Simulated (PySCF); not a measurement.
Ionisation energy of O⁺ ([He] 2s² 2p³ → [He] 2s² 2p²). PySCF, aug-cc-pwCVDZ, non-relativistic, unrestricted single determinants, no spin-orbit coupling. Methods marked “subvalence” freeze no core electrons.

By method:

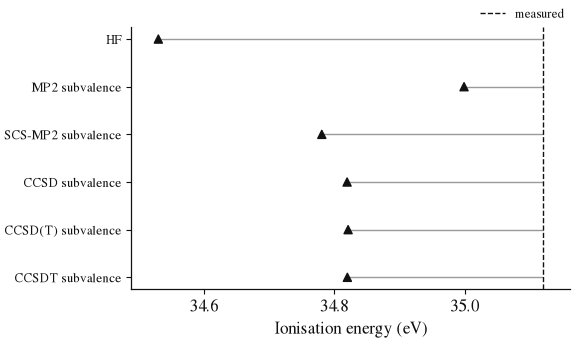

```json
{"Method": "HF", "Ionisation energy (eV)": "34.530"}
{"Method": "MP2 subvalence", "Ionisation energy (eV)": "34.999"}
{"Method": "SCS-MP2 subvalence", "Ionisation energy (eV)": "34.781"}
{"Method": "CCSD subvalence", "Ionisation energy (eV)": "34.820"}
{"Method": "CCSD(T) subvalence", "Ionisation energy (eV)": "34.821"}
{"Method": "CCSDT subvalence", "Ionisation energy (eV)": "34.820"}
```

The values run from 34.530 eV (HF) to 34.999 eV (MP2 subvalence). The measured value is 35.121 eV; nearest to it come MP2 subvalence (−0.122) and CCSD(T) subvalence (−0.300), furthest HF (−0.591 eV). These values lack spin-orbit coupling; with the first-order correction of −0.025 eV added, MP2 subvalence comes nearest (−0.147).
